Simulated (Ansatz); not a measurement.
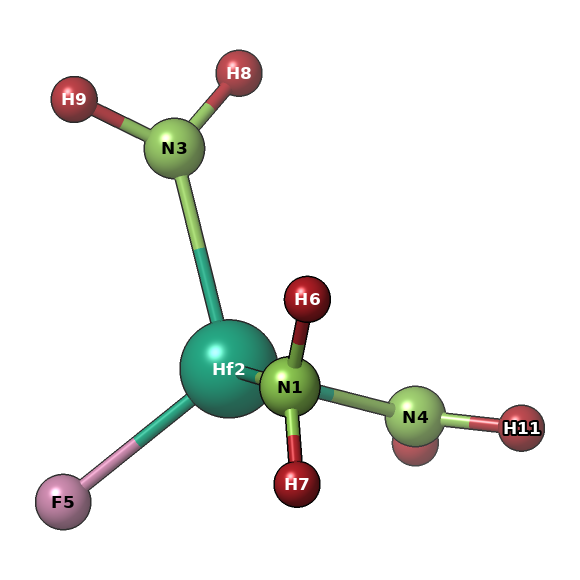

Hf2 lies behind N1. The molecule seen a little off the N1–Hf2 bond, N1 in front. Depth is shown by fading: the farther an atom, the more it takes the colour of the background. The species is neutral and a spin singlet. The computed structure is the end point of a PBE0-D4/def2-TZVP optimisation.

What is the torsion angle H6–N1–Hf2–F5? The sign is positive where the front bond must turn clockwise to cover the back bond.

−132°, anticlinal.
